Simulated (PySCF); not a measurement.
System: BO (charge +1).

```xyz
2

B     0.0000    0.0000   -0.7031
O     0.0000    0.0000    0.4839
```

The calculation used PySCF, PBE0/def2-TZVPPD, non-relativistic Hamiltonian with scalar-relativistic core potentials where named, at a bond length of 1.187 Å.

> What can the converged electron density and electron localisation function tell about the bonding?

B–O (1.19 Å): the density is about 3 e/Å³ at the midpoint; the ELF peaks at about 0.85 between the atoms; a short, strongly polar bond.

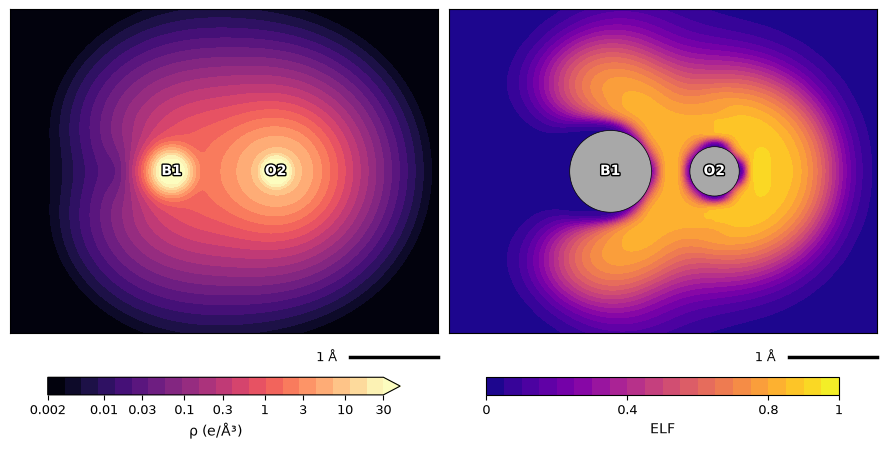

Computed electron density and electron localisation function on a plane that holds the molecular axis, in this order. Grey discs cover the atomic cores in the ELF map. 
